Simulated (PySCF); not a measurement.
Consider C4H7F3S2Si.

Input file:

```
{"job": {"kind": "nmr", "xc": "PBE0", "basis": "pcSseg-1"}, "charge": 0, "multiplicity": 1}
F     -2.456601    -0.778530     1.266032
C     -2.445325     0.067999     0.227102
F     -3.542487     0.829666     0.340716
F     -2.622388    -0.680059    -0.873589
C     -1.188747     0.916469     0.174321
C      0.093877     0.106735     0.358590
C      0.380547    -0.820523    -0.805829
S      1.942486    -1.730891    -0.557841
Si     3.066673    -0.065265     0.182883
S      1.470672     1.322407     0.546248
H     -1.175311     1.441270    -0.783187
H     -1.263808     1.657042     0.973721
H      0.044388    -0.462182     1.291574
H     -0.389458    -1.585147    -0.899411
H      0.450348    -0.263722    -1.741283
H      3.705388    -0.457665     1.424010
H      3.922747     0.514425    -0.835044
```

Run with:

```sh
OMP_NUM_THREADS=1 python probes_run.py task.json out
```

Geometry: GFN2-xTB.

These are results of PBE0/pcSseg-1, SCF density, gas phase, non-relativistic in PySCF, not measurements.

Question: What can the converged electron density and electron localisation function tell about the bonding?

Answer: C–C (1.52 Å): the density is about 1.7 e/Å³ at the midpoint; the ELF peaks at about 0.95 between the atoms; a covalent bond.
C–S (1.85 Å): ρ at the midpoint is about 1.2 e/Å³; the ELF peaks at about 0.90 between the atoms, as expected for a covalent bond.
C–H (1.09 Å): ρ at the midpoint is about 2 e/Å³; the ELF climbs to about 1 towards the hydrogen, as it does in any bond to H (a covalent bond by its length).

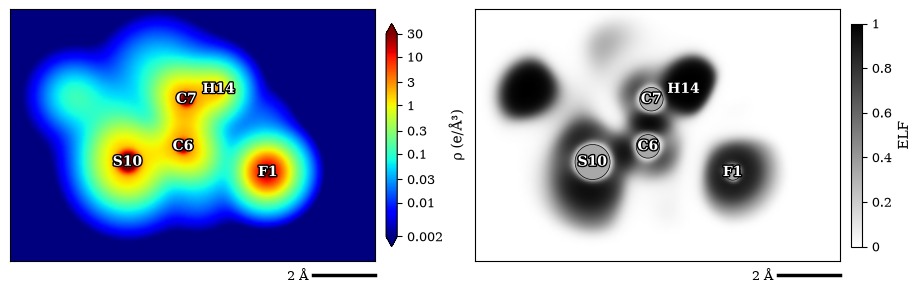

Computed electron density and electron localisation function on the plane of atoms C7, C6 and S10, in this order. Grey discs cover the atomic cores in the ELF map. 
